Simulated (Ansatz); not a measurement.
## Loss of H2: C4H8O → C4H6O + H2

Species: C4H8O (tetrahydrofuran) `C1CCOC1`, singlet; C4H6O (3-butenal) `C=CCC=O`, singlet; H2, singlet. 

Shapes, held fixed at every level: PBE0-D4/def2-TZVP. Flexible molecules stand in one conformer, not always the lowest. Programs: Ansatz 0.2.0. Electronic energies: no zero-point or thermal term.

```json
{"level": "HF/def2-TZVPP", "kind": "Hartree–Fock", "ΔE (kJ/mol)": "+127.7", "less CCSD(T)/CBS estimate": "-16.5"}
{"level": "PBE-D4/def2-TZVPP", "kind": "GGA", "ΔE (kJ/mol)": "+143.6", "less CCSD(T)/CBS estimate": "-0.6"}
{"level": "PBE0-D4/def2-TZVPP", "kind": "global hybrid", "ΔE (kJ/mol)": "+169.1", "less CCSD(T)/CBS estimate": "+24.9"}
{"level": "B2PLYP/def2-TZVPP", "kind": "double hybrid", "ΔE (kJ/mol)": "+130.0", "less CCSD(T)/CBS estimate": "-14.2"}
{"level": "MP2/def2-TZVPP", "kind": "perturbation theory", "ΔE (kJ/mol)": "+150.3", "less CCSD(T)/CBS estimate": "+6.1"}
{"level": "CCSD/def2-TZVPP", "kind": "coupled cluster or CI", "ΔE (kJ/mol)": "+148.0", "less CCSD(T)/CBS estimate": "+3.8"}
{"level": "CCSD(T)/CBS estimate", "kind": "coupled cluster or CI", "ΔE (kJ/mol)": "+144.2", "less CCSD(T)/CBS estimate": "0.0"}
```

The highest level, CCSD(T)/CBS estimate, gives ΔE = +144.2 kJ/mol; the levels span +127.7 to +169.1. The column of differences is taken from that level and isn't an error. No measured value is set beside it here. The CBS estimate extrapolates MP2 from def2-TZVPP and def2-QZVPP and adds CCSD(T) − MP2 in the triple-zeta set, cores frozen; for H2 it overshoots the exact energy by about 1 mEh.

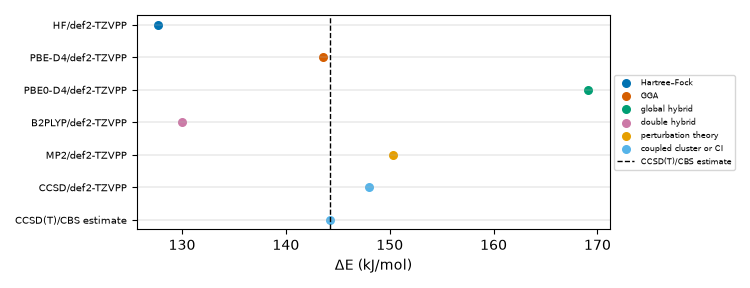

The values of the table, level by level.
